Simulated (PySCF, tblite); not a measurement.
# CH8OSSi2: dynamics, then NMR shifts on frames, part 2 of 2

tblite 0.8.0 and PySCF 2.14.0. Atoms count from 0. Earlier steps stand in the parts before.

## (5) NMR shieldings: 625 fs, PBE0/pcSseg-1

What the job is given:

```
{"job": {"kind": "nmr", "xc": "PBE0", "basis": "pcSseg-1", "pop": false}, "charge": 0, "multiplicity": 1}
C     -3.087400    -1.795000     0.279900
S     -1.245200    -1.555400     0.109300
Si    -0.886200     0.555700     0.475800
O      0.733200     0.671200     0.701000
Si     2.262600     0.247300     0.404100
H     -3.403600    -1.291400     1.139000
H     -3.640300    -1.584100    -0.685700
H     -3.263500    -2.861800     0.454300
H     -1.353900     1.281600    -0.730200
H     -1.496200     0.813100     1.779200
H      2.930700    -0.363300     1.601900
H      2.276800    -0.600600    -0.794700
H      3.007600     1.534100     0.047800
```

With the program's defaults for keys left out, this is: GIAO PBE0/pcSseg-1 NMR shielding, non-relativistic, gas phase.

Standard output:

```text
coarse grid: 12008 points
cycle   1  E = -1094.6844855190  dE =  2.144e-01  |g| = 7.490e-01  |ddm| = 3.206e+00
cycle   2  E = -1094.5093746537  dE =  1.751e-01  |g| = 1.220e+00  |ddm| = 1.545e+00
cycle   3  E = -1094.7850906626  dE = -2.757e-01  |g| = 9.928e-02  |ddm| = 1.058e+00
cycle   4  E = -1094.7870738717  dE = -1.983e-03  |g| = 4.063e-02  |ddm| = 1.582e-01
cycle   5  E = -1094.7874955234  dE = -4.217e-04  |g| = 7.022e-03  |ddm| = 5.629e-02
cycle   6  E = -1094.7875067778  dE = -1.125e-05  |g| = 2.420e-03  |ddm| = 9.847e-03
cycle   7  E = -1094.7875081729  dE = -1.395e-06  |g| = 6.531e-04  |ddm| = 2.703e-03
final grid: 100992 points
cycle   8  E = -1094.8281253484  dE = -1.044e-05  |g| = 8.354e-03  |ddm| = 1.709e-02
cycle   9  E = -1094.8281087978  dE =  1.655e-05  |g| = 1.242e-02  |ddm| = 1.428e-02
cycle  10  E = -1094.8281383446  dE = -2.955e-05  |g| = 9.222e-04  |ddm| = 9.069e-03
cycle  11  E = -1094.8281385122  dE = -1.676e-07  |g| = 1.747e-04  |ddm| = 9.547e-04
cycle  12  E = -1094.8281385201  dE = -7.878e-09  |g| = 4.778e-05  |ddm| = 2.288e-04
cycle  13  E = -1094.8281385207  dE = -5.577e-10  |g| = 1.337e-05  |ddm| = 5.689e-05
converged SCF energy = -1094.8281385207

GIAO shielding tensors (ppm)
atom      isotropic    diamagn.    paramagn.     s11        s22        s33       span
  0 C      171.500     247.115     -75.615    153.031    166.686    194.782     41.751
  1 S      667.245    1061.104    -393.859    517.055    627.622    857.058    340.003
  2 Si     363.487     879.279    -515.792    338.823    351.800    399.837     61.014
  3 O      320.949     399.152     -78.203    257.383    337.155    368.308    110.925
  4 Si     393.775     878.854    -485.079    350.376    363.386    467.564    117.188
  5 H       30.489      29.912       0.577     24.557     28.674     38.235     13.678
  6 H       28.498      27.441       1.058     22.800     26.083     36.612     13.812
  7 H       29.448      27.908       1.540     24.167     26.904     37.273     13.106
  8 H       25.392      29.413      -4.021     21.469     24.153     30.552      9.083
  9 H       25.848      29.319      -3.471     22.093     24.619     30.831      8.738
 10 H       26.094      28.092      -1.998     22.883     24.401     30.998      8.115
 11 H       26.424      30.112      -3.689     22.612     25.688     30.972      8.360
 12 H       25.941      27.747      -1.806     22.709     24.229     30.884      8.176
```

It took 14 s on 1 thread of Arm Neoverse V1, shared host; peak memory 0.72 GiB.

This run: δ C0 15.4, S1 -164, Si2 -14.3, Si4 -44.6, H8 6.33, H9 5.87 ppm.

## (6) Shielding tensors: 800 fs, PBE0/pcSseg-1

What the job is given:

```
{"job": {"kind": "nmr", "xc": "PBE0", "basis": "pcSseg-1", "pop": false}, "charge": 0, "multiplicity": 1}
C     -2.940200    -1.871400     0.262300
S     -1.267800    -1.466200    -0.244000
Si    -0.880600     0.460500     0.663100
O      0.689500     0.717200     0.444200
Si     2.190700     0.417000    -0.078400
H     -3.610400    -1.037400     0.527100
H     -3.490700    -2.317600    -0.594600
H     -2.898000    -2.565500     1.118200
H     -1.665700     1.526700     0.089200
H     -0.788400     0.347700     2.153800
H      3.037200    -0.082200     0.983900
H      2.245900    -0.585400    -1.218000
H      2.659100     1.749100    -0.417900
```

With the program's defaults for keys left out, this is: GIAO PBE0/pcSseg-1 NMR shielding, non-relativistic, gas phase.

Standard output:

```text
coarse grid: 12008 points
cycle   1  E = -1094.6765659841  dE =  3.267e-01  |g| = 7.662e-01  |ddm| = 3.246e+00
cycle   2  E = -1094.4951549268  dE =  1.814e-01  |g| = 1.243e+00  |ddm| = 1.607e+00
cycle   3  E = -1094.7810504472  dE = -2.859e-01  |g| = 9.436e-02  |ddm| = 1.110e+00
cycle   4  E = -1094.7826937718  dE = -1.643e-03  |g| = 4.325e-02  |ddm| = 1.550e-01
cycle   5  E = -1094.7831840415  dE = -4.903e-04  |g| = 7.324e-03  |ddm| = 6.019e-02
cycle   6  E = -1094.7831964321  dE = -1.239e-05  |g| = 2.340e-03  |ddm| = 9.739e-03
cycle   7  E = -1094.7831977005  dE = -1.268e-06  |g| = 6.137e-04  |ddm| = 2.605e-03
final grid: 100992 points
cycle   8  E = -1094.8242532213  dE = -9.246e-06  |g| = 8.223e-03  |ddm| = 1.622e-02
cycle   9  E = -1094.8242387430  dE =  1.448e-05  |g| = 1.198e-02  |ddm| = 1.400e-02
cycle  10  E = -1094.8242656405  dE = -2.690e-05  |g| = 9.467e-04  |ddm| = 8.707e-03
cycle  11  E = -1094.8242658182  dE = -1.777e-07  |g| = 1.565e-04  |ddm| = 9.780e-04
cycle  12  E = -1094.8242658245  dE = -6.336e-09  |g| = 4.429e-05  |ddm| = 2.252e-04
cycle  13  E = -1094.8242658250  dE = -4.738e-10  |g| = 1.280e-05  |ddm| = 4.944e-05
converged SCF energy = -1094.8242658250

GIAO shielding tensors (ppm)
atom      isotropic    diamagn.    paramagn.     s11        s22        s33       span
  0 C      178.499     246.386     -67.887    166.082    172.498    196.918     30.836
  1 S      703.403    1060.937    -357.535    581.955    661.873    866.380    284.424
  2 Si     365.577     879.982    -514.406    342.712    357.914    396.105     53.393
  3 O      318.456     398.830     -80.373    237.206    327.435    390.728    153.522
  4 Si     395.459     879.334    -483.876    351.010    363.344    472.022    121.012
  5 H       29.868      28.223       1.645     24.582     27.914     37.106     12.525
  6 H       29.140      26.818       2.321     23.222     26.508     37.690     14.468
  7 H       29.059      27.209       1.850     22.335     26.863     37.979     15.644
  8 H       26.103      29.866      -3.763     22.435     24.556     31.319      8.884
  9 H       25.306      29.068      -3.762     21.292     24.370     30.256      8.964
 10 H       26.832      29.439      -2.607     23.632     25.014     31.851      8.219
 11 H       26.004      29.128      -3.124     22.413     25.354     30.245      7.831
 12 H       26.731      29.032      -2.300     22.970     24.915     32.310      9.340
```

Run time: 12 s. Hardware: 1 thread of Arm Neoverse V1, shared host; peak memory 0.73 GiB.

In short: δ C0 8.4, S1 -200, Si2 -16.4, Si4 -46.3, H9 6.41, H11 5.71 ppm.

## (7) NMR shieldings: 1000 fs, PBE0/pcSseg-1

What the job is given:

```
{"job": {"kind": "nmr", "xc": "PBE0", "basis": "pcSseg-1", "pop": false}, "charge": 0, "multiplicity": 1}
C     -3.425200    -1.770000     0.439300
S     -1.739600    -1.594100    -0.234800
Si    -0.866700    -0.021100     0.945100
O      0.642900     0.240200     0.390800
Si     2.204500     0.200100     0.151400
H     -3.980000    -0.834100     0.577500
H     -4.058200    -2.506800    -0.099700
H     -3.287700    -2.200200     1.390500
H     -1.839900     1.091300     0.920800
H     -0.734000    -0.487600     2.306000
H      2.882300    -1.026900     0.854900
H      2.411000     0.065200    -1.241600
H      2.743900     1.520800     0.454900
```

With the program's defaults for keys left out, this is: GIAO PBE0/pcSseg-1 NMR shielding, non-relativistic, gas phase.

Standard output:

```text
coarse grid: 12008 points
cycle   1  E = -1094.6833046618  dE =  3.361e-01  |g| = 7.407e-01  |ddm| = 3.249e+00
cycle   2  E = -1094.5273039834  dE =  1.560e-01  |g| = 1.174e+00  |ddm| = 1.431e+00
cycle   3  E = -1094.7799961654  dE = -2.527e-01  |g| = 9.374e-02  |ddm| = 9.696e-01
cycle   4  E = -1094.7816798996  dE = -1.684e-03  |g| = 3.881e-02  |ddm| = 1.403e-01
cycle   5  E = -1094.7820626097  dE = -3.827e-04  |g| = 7.347e-03  |ddm| = 5.203e-02
cycle   6  E = -1094.7820753908  dE = -1.278e-05  |g| = 2.443e-03  |ddm| = 9.833e-03
cycle   7  E = -1094.7820767903  dE = -1.399e-06  |g| = 5.794e-04  |ddm| = 2.709e-03
final grid: 100992 points
cycle   8  E = -1094.8226503160  dE = -1.012e-05  |g| = 8.489e-03  |ddm| = 1.730e-02
cycle   9  E = -1094.8226347505  dE =  1.557e-05  |g| = 1.234e-02  |ddm| = 1.404e-02
cycle  10  E = -1094.8226637362  dE = -2.899e-05  |g| = 9.550e-04  |ddm| = 8.842e-03
cycle  11  E = -1094.8226639192  dE = -1.830e-07  |g| = 1.621e-04  |ddm| = 9.487e-04
cycle  12  E = -1094.8226639258  dE = -6.660e-09  |g| = 4.505e-05  |ddm| = 2.167e-04
cycle  13  E = -1094.8226639263  dE = -4.993e-10  |g| = 1.308e-05  |ddm| = 5.470e-05
converged SCF energy = -1094.8226639263

GIAO shielding tensors (ppm)
atom      isotropic    diamagn.    paramagn.     s11        s22        s33       span
  0 C      178.115     247.465     -69.350    161.603    175.537    197.205     35.602
  1 S      696.063    1060.324    -364.262    542.273    649.545    896.370    354.097
  2 Si     367.002     878.948    -511.946    333.177    348.560    419.268     86.091
  3 O      327.269     395.846     -68.577    260.378    345.061    376.368    115.989
  4 Si     396.820     879.739    -482.919    356.370    359.176    474.914    118.544
  5 H       30.030      28.460       1.571     24.510     27.738     37.843     13.333
  6 H       29.359      26.783       2.576     24.283     26.102     37.691     13.408
  7 H       30.455      29.543       0.912     23.388     28.830     39.148     15.759
  8 H       25.884      29.248      -3.363     22.294     24.774     30.585      8.291
  9 H       26.325      29.609      -3.284     22.394     25.605     30.975      8.580
 10 H       25.411      27.315      -1.905     22.328     23.942     29.962      7.633
 11 H       27.150      30.732      -3.583     23.526     25.679     32.244      8.718
 12 H       26.575      28.767      -2.192     23.083     24.739     31.904      8.821
```

It took 13 s on 1 thread of Arm Neoverse V1, shared host; peak memory 0.73 GiB.

Key values: δ C0 8.8, S1 -192, Si2 -17.8, Si4 -47.7, H10 6.31, H8 5.83 ppm.

## (8) Comparing the runs: NMR shifts

Shifts (ppm) of some atoms, chosen among heavy atoms and hydrogens apart, with basis size and wall time:

| frame | C0 | H10 | H6 | S1 | Si2 | Si4 | O3 | functions | time |
| --- | --- | --- | --- | --- | --- | --- | --- | --- | --- |
| 250 fs | 7.3 | 6.99 | 1.00 | -185 | -12.1 | -37.5 | 20.3 | 146 | 14 s |
| 425 fs | 10.0 | 4.14 | 1.62 | -178 | -8.7 | -49.8 | 20.6 | 146 | 14 s |
| 625 fs | 15.4 | 5.62 | 3.22 | -164 | -14.3 | -44.6 | 15.1 | 146 | 14 s |
| 800 fs | 8.4 | 4.88 | 2.58 | -200 | -16.4 | -46.3 | 17.6 | 146 | 12 s |
| 1000 fs | 8.8 | 6.31 | 2.36 | -192 | -17.8 | -47.7 | 8.8 | 146 | 13 s |

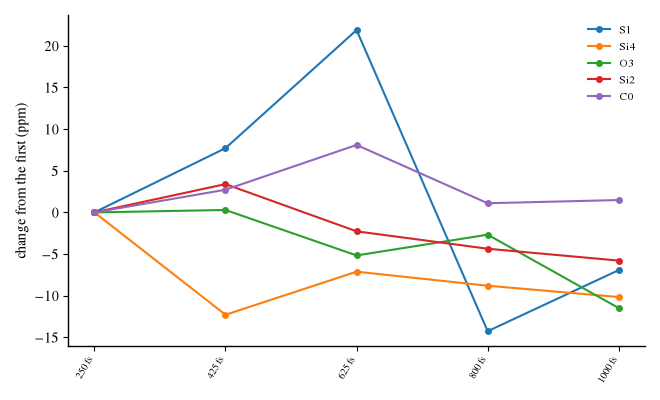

How five of the tabulated atoms move from run to run.

## (9) Results

The summary covers parts 1 to 2.

| quantity | value |
| --- | --- |
| thermostat | 300 K |
| mean temperature, second half | 314 K |
| mean potential energy above the minimum | 0.45 eV |
| 13C shifts against TMS (PBE0/pcSseg-1, 250 fs) | 7.3 ppm |
| 1H shifts against TMS (PBE0/pcSseg-1, 250 fs) | 6.99, 6.42, 5.70, 5.38, 5.30, 2.60, 1.85, 1.00 ppm |
| 33S shifts against CS2 (PBE0/pcSseg-1, 250 fs) | -185 ppm |
| 29Si shifts against TMS (PBE0/pcSseg-1, 250 fs) | -12.1, -37.5 ppm |
| 17O shifts against H2O (PBE0/pcSseg-1, 250 fs) | 20.3 ppm |
| range of the shift of S1 | -200 to -164 ppm |

In the second half the potential energy averages 0.45 eV above the minimum; equipartition over 33 harmonic modes at 300 K would give 0.43 eV. With 13 atoms the temperature swings widely (155 to 410 K). Shifts at one fixed geometry are not the observed spectrum, which averages over the motion. In the first frame run (250 fs): Shielding is most anisotropic at S1 (span 249 ppm, paramagnetic term -372 ppm). In ppm, S1 moves most: its shift spreads over 36 ppm, from -200 (800 fs) to -164 (625 fs).
